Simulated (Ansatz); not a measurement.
# Core levels in a random alloy: Mg3Mo (Mo on 25 % of the Mg sites, one arrangement), part 3 of 3

What do XPS lines of Mg3Mo (Mo on 25 % of the Mg sites, one arrangement) look like, site by site?

Ansatz 0.2.0; DFT, PBE, plane-wave PAW, default files, scalar-relativistic.

So far. Step 3 (Valence states): The largest force component on a free atom is 0.016 eV/Å, so the atoms are at rest for these settings too. At the Fermi level the DOS is 11.01 states/eV a cell.

**5. The pure metal: Mg**

System of this step: Mg. It takes space group P6_3/mmc (No. 194, hexagonal). Conventional cell: a = 3.190 Å, b = 3.190 Å, c = 5.190 Å, α = 90.00°, β = 90.00°, γ = 120.00°. Nearest to Mg lie 12 Mg at 3.18 to 3.19 Å.

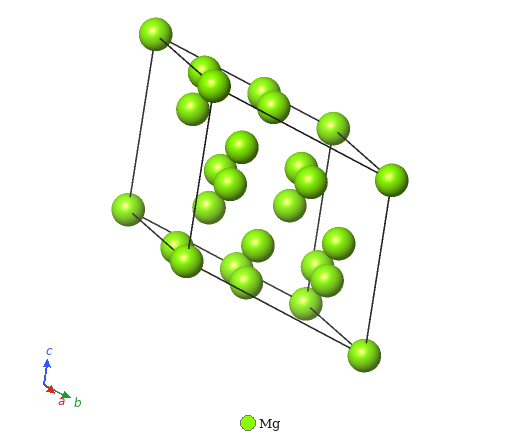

The cell of this step (magnesium green). Some periodic images of atoms are drawn too.

Shifts are quoted against the pure metal, so it gets the same hole in a cell of like size.

Input file input.yaml:

```yaml
crystal:
  lattice:
    - [-4.785, 2.7626210381, 5.19]
    - [-4.785, 2.7626210381, -5.19]
    - [-3.19, -5.5252420761, 5.19]
  atoms:
    - { symbol: Mg_h, position: [0.875, 0.625, 0.75] }
    - { symbol: Mg, position: [0.375, 0.125, 0.75] }
    - { symbol: Mg, position: [0.25, 0.75, 0.5] }
    - { symbol: Mg, position: [0.75, 0.25, 0.5] }
    - { symbol: Mg, position: [0.625, 0.875, 0.25] }
    - { symbol: Mg, position: [0.125, 0.375, 0.25] }
    - { symbol: Mg, position: [0.5, 0.5, 0.0] }
    - { symbol: Mg, position: [0.0, 0.0, 0.0] }
    - { symbol: Mg, position: [0.3333333333, 0.3333333333, 0.5] }
    - { symbol: Mg, position: [0.8333333333, 0.8333333333, 0.5] }
    - { symbol: Mg, position: [0.7083333333, 0.4583333333, 0.25] }
    - { symbol: Mg, position: [0.2083333333, 0.9583333333, 0.25] }
    - { symbol: Mg, position: [0.0833333333, 0.5833333333, 0.0] }
    - { symbol: Mg, position: [0.5833333333, 0.0833333333, 0.0] }
    - { symbol: Mg, position: [0.9583333333, 0.2083333333, 0.75] }
    - { symbol: Mg, position: [0.4583333333, 0.7083333333, 0.75] }
kpoints:
  mp_grid: { grid: [4, 4, 4] }
scf:
  occupations: { method: fermi_dirac, width: 0.08 }
  n_extra_bands: 19
hamiltonian:
  xc: pbe
  pseudopotentials: { kind: paw }
output:
  forces: true
  dos:
    projected: true
    de: 0.05
    e_range: [-30, 12]
    method: { smearing: { sigma: 0.1, scheme: gaussian } }
  core_levels:
    shells: { Mg_h: "2p" }
    counted_from: fermi_level
    add_spin: false
```

Launch:

```bash
$ ansatz run input.yaml --threads 4 --pin off --max-ram 14336MiB --backend cpu --events-out ev --progress --plain --runs-dir out
```

Numbers of over 12 decimals in the logs are rounded to 6 here.

Log:

```text
[...]
Crystal: 16 atoms, lattice volume = 365.906 Å³
Basis set: ecut = 420 eV, 7159 PW (Γ), exchange–correlation on 108×108×120 points (8 copies of the dense FFT grid, shifted against one another)
Bands: 99, of which v1, the nominal top of the filled ones, is band 80 counted from 1 (79 counted from 0)
Symmetry: 4 space group operations
[...]
k-points: 18 of 64 (time reversal used)
[...]
SCF iter   1: F=—  HF=-30780.908505 eV  |F-HF|=—  |Δ(HF+E_count)|=         —  Δρ=9.03e-4  dr2=3.61e-3  ethr=1.77e-3  ⟨swp⟩=8.6  Hψ=8422  notcnv=0  defer=22
[...]
SCF iter   6: F=-30780.908243 eV  HF=-30780.908243 eV  |F-HF|=3.39e-9  |Δ(HF+E_count)|=   5.15e-8  Δρ=1.42e-6  dr2=6.83e-9  ethr=6.25e-11  ⟨swp⟩=10.6  Hψ=6981  notcnv=0
SCF 1 converged in 6 iterations: F = -30780.908243 eV  dr2 = 6.83e-9
[...]
── core hole 1/1: 2p of Mg_h 0 ──
── 2p of Mg_h 0: 49.817 eV over the cell without the hole, in 7 iterations ──
SCF converged after 6 iterations
Free energy (F): -30780.908243 eV
[...]
Internal energy: -30780.766614 eV  (E = F + TS)
E sigma→0 (E₀):  -30780.837428 eV
Entropy (-TS):   -0.141628 eV (-8.852 meV/atom)
Fermi energy:    5.681491 eV
[...]
--- Forces (eV/Å), atoms counted from 1 ---
  atom   1  Mg_h    -0.00416468     0.00240448     0.00000000
  atom   2  Mg      -0.00416500     0.00240466     0.00000000
  atom   3  Mg      -0.00416371     0.00240394     0.00000000
  atom   4  Mg      -0.00416401     0.00240416     0.00000000
  atom   5  Mg      -0.00416313     0.00240353     0.00000000
  atom   6  Mg      -0.00416308     0.00240361     0.00000000
  atom   7  Mg      -0.00416407     0.00240406     0.00000000
  atom   8  Mg      -0.00416372     0.00240391     0.00000000
  atom   9  Mg       0.00416402    -0.00240419     0.00000008
  atom  10  Mg       0.00416402    -0.00240419    -0.00000008
  atom  11  Mg       0.00416296    -0.00240349     0.00000000
  atom  12  Mg       0.00416296    -0.00240349     0.00000000
  atom  13  Mg       0.00416410    -0.00240405     0.00000008
  atom  14  Mg       0.00416410    -0.00240405    -0.00000008
  atom  15  Mg       0.00416472    -0.00240450    -0.00000058
  atom  16  Mg       0.00416472    -0.00240450     0.00000058
  max |Σ_I F_I| component: 1.82e-7 eV/Å
--- Band table (eV; the first three rows and the last of 18) ---
  k-point 0: bands = [... 76 lower, 3.5582, 3.9882, 4.4223, 6.6881, 6.6881, 6.9918, 6.9918, 7.3741, ... 15 higher]
  k-point 1: bands = [... 76 lower, 4.1992, 4.3517, 4.6472, 5.4861, 5.4941, 5.8913, 6.3048, 6.8949, ... 15 higher]
  k-point 2: bands = [... 76 lower, 4.5851, 4.5851, 4.8329, 4.8329, 5.2435, 5.2435, 5.2435, 5.2435, ... 15 higher]
  k-point 17: bands = [... 76 lower, 5.2439, 5.2439, 5.9619, 5.9619, 5.9619, 5.9619, 6.3331, 6.3331, ... 15 higher]
[...]
the holes have no spin, as output.core_levels.add_spin types it
  atom         alike  shell      binding/eV   shift/eV difference/eV images/eV   SCF
  Mg_h 0           1     2p          49.817     +0.000        49.817         –     7
[...]
```

Elapsed: 30 s, on 4 threads of Arm Neoverse V1, shared host; peak memory 1.2 GiB.

This step gave:

```
free energy                                    : -30780.9082 eV
energy at zero smearing                        : -30780.8374 eV
smearing term TS                               : 0.1416 eV
Fermi energy                                   : 5.681 eV
symmetry operations                            : 4
share of occupied states in no projected shell : 0.2693 of the occupied states in the window
DOS at the Fermi level                         : 7.387 states/eV/cell
```

Recipe: projected DOS times atomic cross section and asymmetry factor (linear light, 30° from the polarisation), occupied states only, Fermi edge at 77 K, a Lorentzian width of 0.05 eV growing by 0.05 eV per eV of binding energy, and a resolution of 0.15 eV. Curves are cut 10 eV under the photon energy, above any shell that the free atom's threshold puts out of reach, or at the lower edge of the window: 8.7 eV at 21.2 eV, 8.7 eV at 150 eV, 8.7 eV at 900 eV, 8.7 eV at 1486.7 eV and 8.7 eV at 8047.8 eV. Matrix elements of the solid and inelastic losses aren't modelled, nor non-dipole terms, which matter above 3 keV.

Share of each shell in the spectrum's area (%), by photon energy:

| shell | 21.2 eV | 150 eV | 900 eV | 1486.7 eV | 8047.8 eV |
| --- | --- | --- | --- | --- | --- |
| Mg 3s | 95.5 | 87.0 | 97.0 | 98.3 | 99.7 |
| Mg 3p* | 4.5 | 13.0 | 3.0 | 1.7 | 0.3 |

Levels are total-energy differences with one electron taken from the core. The electron goes to the Fermi level, so the difference is a binding energy from E_F. The hole's nearest image is 7.6 Å away, and the holes carry no spin, so absolute levels are rough.

| atom | region | shell | level (eV) | shift (eV) | j lines (eV) | doubts |
| --- | --- | --- | --- | --- | --- | --- |
| Mg1 | Mg1 | 2p | 49.82 | - | 50.00 / 49.73 | - |

Levels of p, d and f shells are means over their two j lines, weighted by degeneracy; the splitting comes from the atom's own solve. 

At the Fermi level the DOS is 7.39 states/eV a cell.

**6. Z+1 stand-in on atom 1**

System of this step: Mg11AlMo4. Symmetry: Cm, No. 8, monoclinic system. Conventional cell: a = 10.757 Å, b = 10.105 Å, c = 8.216 Å, α = 90.00°, β = 130.89°, γ = 90.00°. Nearest to Al lie 2 Mo at 2.93 to 2.95 Å and 6 Mg at 3.03 to 3.12 Å. Nearest to Mg lie 2 Mo at 2.97 to 3.12 Å and 9 Mg at 2.99 to 3.21 Å. Mg has 7 Mg at 2.98 to 3.28 Å and 1 Al at 3.11 Å and 1 Mo at 3.17 Å nearest. Mo has 3 Mo at 2.48 to 2.94 Å and 8 Mg at 2.92 to 3.28 Å and 1 Al at 2.95 Å nearest. Mg has 8 Mg at 3.01 to 3.16 Å and 1 Mo at 3.02 Å nearest. Nearest to Mo lie 3 Mo at 2.49 to 2.94 Å and 1 Al at 2.93 Å and 6 Mg at 2.94 to 3.22 Å. It derives from Mg. Farther neighbours are not listed.

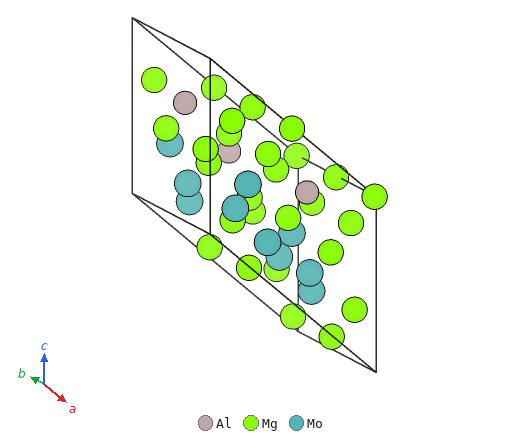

The cell of this step (aluminium light grey, magnesium green, molybdenum teal). Some periodic images of atoms are drawn too.

An atom with a screened core hole acts much like the next element, so swapping it gives a second estimate of the shift between sites.

Input file input.yaml:

```yaml
crystal:
  lattice:
    - [-4.6580042322, 2.6892999973, 5.0522553741]
    - [-4.6580042322, 2.6892999973, -5.0522553741]
    - [-3.1053361548, -5.3785999947, 5.0522553741]
  atoms:
    - { symbol: Al, position: [0.8868502355, 0.5837853384, 0.6969351029] }
    - { symbol: Mg, position: [0.3832698477, 0.1321988948, 0.7489290471] }
    - { symbol: Mg, position: [0.258460547, 0.7262572302, 0.4677966832] }
    - { symbol: Mo, position: [0.7651302246, 0.2275477881, 0.4624175635] }
    - { symbol: Mg, position: [0.6160301673, 0.8702219373, 0.25419177] }
    - { symbol: Mo, position: [0.120084763, 0.34560457, 0.225519807] }
    - { symbol: Mg, position: [0.5046136302, 0.4933824077, -0.0112312225] }
    - { symbol: Mg, position: [-0.0014811374, -0.0092077185, -0.0077265811] }
    - { symbol: Mg, position: [0.3446140048, 0.3356038841, 0.4969124931] }
    - { symbol: Mg, position: [0.838691391, 0.8415264978, 0.4969124931] }
    - { symbol: Mo, position: [0.7552171633, 0.4382113746, 0.2929883493] }
    - { symbol: Mo, position: [0.1452230253, 1.0482055126, 0.2929883493] }
    - { symbol: Mg, position: [0.0757893807, 0.5985279003, 0.0268550478] }
    - { symbol: Mg, position: [0.5716728525, 0.1026444285, 0.0268550478] }
    - { symbol: Mg, position: [0.9507816088, 0.2165469869, 0.7648280248] }
    - { symbol: Mg, position: [0.4517189621, 0.7156096336, 0.7648280248] }
kpoints:
  mp_grid: { grid: [6, 6, 6] }
scf:
  occupations: { method: fermi_dirac, width: 0.08 }
  n_extra_bands: 16
hamiltonian:
  xc: pbe
  pseudopotentials: { kind: paw }
output:
  forces: true
  stress: true
```

Log:

```text
[...]
Crystal: 16 atoms, lattice volume = 337.538 Å³
Basis set: ecut = 420 eV, 6617 PW (Γ), exchange–correlation on 100×100×108 points (8 copies of the dense FFT grid, shifted against one another)
Bands: 101, of which v1, the nominal top of the filled ones, is band 85 counted from 1 (84 counted from 0)
Symmetry: 2 space group operations
[...]
k-points: 68 of 216 (time reversal used)
[...]
SCF iter   1: F=—  HF=-41519.680550 eV  |F-HF|=—  |Δ(HF+E_count)|=         —  Δρ=5.36e-3  dr2=8.70e-2  ethr=1.77e-3  ⟨swp⟩=6.0  Hψ=26977  notcnv=0
[...]
SCF iter   7: F=-41519.663638 eV  HF=-41519.663638 eV  |F-HF|=1.31e-8  |Δ(HF+E_count)|=   7.64e-8  Δρ=2.31e-6  dr2=2.46e-8  ethr=5.92e-11  ⟨swp⟩=4.0  Hψ=21339  notcnv=0
SCF 1 converged in 7 iterations: F = -41519.663638 eV  dr2 = 2.46e-8
[...]
SCF converged after 7 iterations
Free energy (F): -41519.663638 eV
[...]
Internal energy: -41519.437280 eV  (E = F + TS)
E sigma→0 (E₀):  -41519.550459 eV
Entropy (-TS):   -0.226358 eV (-14.147 meV/atom)
Fermi energy:    8.197827 eV
[...]
--- Forces (eV/Å), atoms counted from 1 ---
  atom   1  Al     0.44847298     0.28099761    -0.00000000
  atom   2  Mg    -0.01888410     0.01251545     0.00000000
  atom   3  Mg     0.02660222    -0.07228619    -0.00000000
  atom   4  Mo    -0.46573765    -0.10360897     0.00000000
  atom   5  Mg     0.06277317     0.03702395    -0.00000000
  atom   6  Mo    -0.39182172    -0.42407060     0.00000000
  atom   7  Mg    -0.07039659     0.06403114     0.00000000
  atom   8  Mg     0.10340906     0.02716442    -0.00000000
  atom   9  Mg     0.01062623    -0.08370962    -0.08782732
  atom  10  Mg     0.01062623    -0.08370962     0.08782732
  atom  11  Mo     0.19803255     0.08063364    -0.06231931
  atom  12  Mo     0.19803255     0.08063364     0.06231931
  atom  13  Mg     0.05631159     0.02280753    -0.04935569
  atom  14  Mg     0.05631159     0.02280753     0.04935569
  atom  15  Mg    -0.11220165     0.06939243    -0.10983724
  atom  16  Mg    -0.11220165     0.06939243     0.10983724
  max |Σ_I F_I| component: 4.52e-5 eV/Å
--- Stress (GPa, compression-positive) ---
       -4.043156      -1.250093       0.000000
       -1.250093      -1.515202       0.000000
        0.000000       0.000000      -3.473491
  P = ⅓ Tr σ = -3.0106 GPa (-30.106 kbar)
```

The job ended after 50 s (4 threads; peak memory 1.9 GiB; 3.3 min of CPU time).

Numbers from this step:

```yaml
free_energy: -41519.6636 eV
energy_at_zero_smearing: -41519.5505 eV
smearing_term_ts: 0.2264 eV
fermi_energy: 8.198 eV
symmetry_operations: 2
pressure: -3.011 GPa
```

The largest force, 0.58 eV/Å, shows that the atoms would still move at this level, mesh and basis. At -3.0 GPa the cell is away from the equilibrium volume of this level: left free, it would shrink.

**7. Z+1 stand-in on atom 10**

System of this step: Mg11AlMo4. The cell holds 16 atoms: 11 Mg, 4 Mo and 1 Al. Cell: a = 7.379 Å, b = 7.379 Å, c = 8.006 Å, α = 115.6°, β = 64.4°, γ = 86.4°. It derives from Mg and Mo.

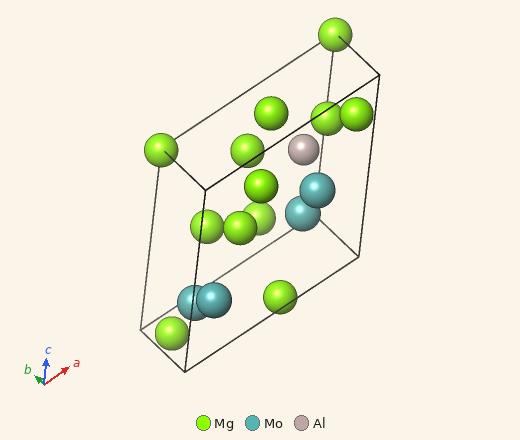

The cell of this step (magnesium green, molybdenum teal, aluminium light grey). Some periodic images of atoms are drawn too.

The same swap on atom 10.

Changes to input.yaml since step 6:

```diff
@@ -6,3 +6,3 @@
   atoms:
-    - { symbol: Al, position: [0.8868502355, 0.5837853384, 0.6969351029] }
+    - { symbol: Mg, position: [0.8868502355, 0.5837853384, 0.6969351029] }
     - { symbol: Mg, position: [0.3832698477, 0.1321988948, 0.7489290471] }
@@ -15,3 +15,3 @@
     - { symbol: Mg, position: [0.3446140048, 0.3356038841, 0.4969124931] }
-    - { symbol: Mg, position: [0.838691391, 0.8415264978, 0.4969124931] }
+    - { symbol: Al, position: [0.838691391, 0.8415264978, 0.4969124931] }
     - { symbol: Mo, position: [0.7552171633, 0.4382113746, 0.2929883493] }
@@ -23,3 +23,3 @@
 kpoints:
-  mp_grid: { grid: [6, 6, 6] }
+  mp_grid: { grid: [4, 4, 6] }
 scf:
```

Log:

```text
[...]
Crystal: 16 atoms, lattice volume = 337.538 Å³
Basis set: ecut = 420 eV, 6617 PW (Γ), exchange–correlation on 100×100×108 points (8 copies of the dense FFT grid, shifted against one another)
Bands: 101, of which v1, the nominal top of the filled ones, is band 85 counted from 1 (84 counted from 0)
Symmetry: 1 space group operations
[...]
atom  13  Mg    -0.10058225    -0.14268769    -0.00293550
  atom  14  Mg     0.08389112     0.12982668    -0.02119270
  atom  15  Mg     0.16842856    -0.02642456     0.00840254
  atom  16  Mg    -0.06901823     0.09325555    -0.00248179
  max |Σ_I F_I| component: 3.07e-5 eV/Å
--- Stress (GPa, compression-positive) ---
       -3.984126      -0.852116      -0.328062
       -0.852116      -1.660562       0.107139
       -0.328062       0.107139      -3.691053
  P = ⅓ Tr σ = -3.1119 GPa (-31.119 kbar)
[key lines of the parts left out:]
SCF converged after 7 iterations
Free energy (F): -41519.896970 eV
Fermi energy:    8.183763 eV
```

The job ended after 38 s (4 threads; peak memory 1.6 GiB).

This step gave:

* free energy: -41519.8970 eV
* energy at zero smearing: -41519.7868 eV
* smearing term TS: 0.2203 eV
* Fermi energy: 8.184 eV
* symmetry operations: 1
* pressure: -3.112 GPa

The run ends at a pressure of -3.11 GPa, with forces up to 0.46 eV/Å.

**8. Results**

| Property | Result |
| --- | --- |
| Mg 2p shift from the pure metal | -0.43 to -0.20 eV |
| shift of Mg1 against Mg10 | +0.23 eV by Z+1, +0.21 eV by core holes |
| spread of the Mg level over the listed sites | 0.23 eV |
| spread of the Mo level over the listed sites | 0.02 eV |
| strongest listed peak within 13 eV of the zero, at 1486.7 eV | 1.9 eV binding, mostly Mo 4d |
| strongest listed peak within 13 eV of the zero, at 21.2 eV | 1.9 eV binding, mostly Mo 4d |
| Mo 4d centre of the filled part | -1.83 eV (5.8 states an atom) |

What this shows: Core shifts: Mg -0.43 to -0.20 eV. Among the sites run, the most bound Mg 2p level is that of Mg7, bonded to 8 Mg and 2 Mo; the least bound, 0.23 eV shallower, that of Mg10, bonded to 8 Mg and 4 Mo. In the main run, from 1486.7 eV towards hard X-rays the Mo 5s share grows by 22 points, as its cross section falls more slowly with photon energy than those of the shells it gains on. Shifts mix charge transfer, volume and screening, so their sign doesn't give the direction of charge flow by itself.

[Logs are printed without paths, hosts, clocks, repeated set-up lines and the standing remarks that a program may print on its own settings, such as how far it seeks lower states.]

[Hosts, paths, dates, database ids (printed as entryN), source tags and the programs' standing remarks are cut or masked in the printed files.]

[Maps of the electrostatic potential energy from Ansatz leave out the sawtooth potential of an applied field or a dipole correction, so their vacuum need not be flat; work functions include it.]
